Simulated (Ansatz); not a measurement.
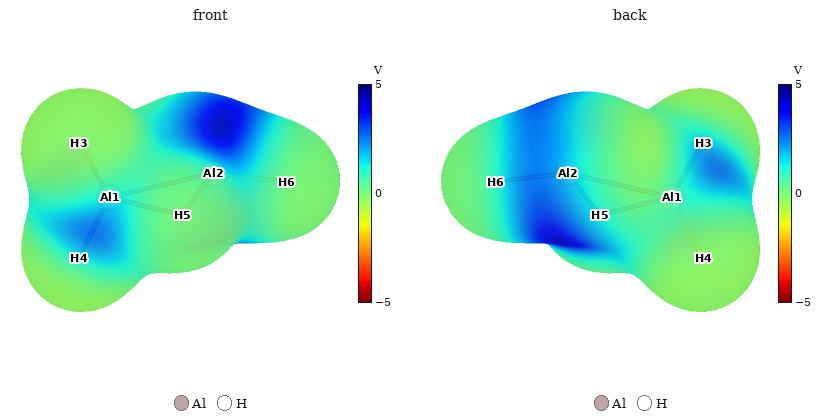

*Al₂H₄. The electrostatic potential painted on the density surface at 0.004 e/bohr³, seen from the front and from behind; red is negative and blue positive.*

Theory: Ansatz 0.2.0, RKS PBE-D4/def2-SVP.

Input

```
crystal:
  periodic: [false, false, false]
  atoms:
    - { symbol: Al, position_ang: [-0.6159, -1.1018, -0.1009] }
    - { symbol: Al, position_ang: [0.6454, 1.0417, 0.1049] }
    - { symbol: H, position_ang: [-2.1131, -1.1907, 0.5996] }
    - { symbol: H, position_ang: [-0.017, -2.2593, -0.9826] }
    - { symbol: H, position_ang: [0.37159, -1.86709, 0.79954] }
    - { symbol: H, position_ang: [0.0756, 2.2735, 0.9707] }
basis:
  gaussian: { orbitals: def2-SVP }
hamiltonian:
  xc: pbe
  dispersion: d4
relax:
  f_tol: 0.02
  max_steps: 50
output:
  orbitals: {}
```

Run with:

```sh
ansatz run input.yaml --threads 1 --pin off --max-ram 2048MiB --backend cpu --events-out ev --progress --plain --runs-dir out
```

The fields are those of the relaxed geometry.

Q: Describe the electrostatic potential map.

A: The most negative region (about −0.3 V, or −7 kcal/mol for a unit charge) lies over H3 and H4, the most positive (about +4.3 V, or +99 kcal/mol for a unit charge) over Al2.
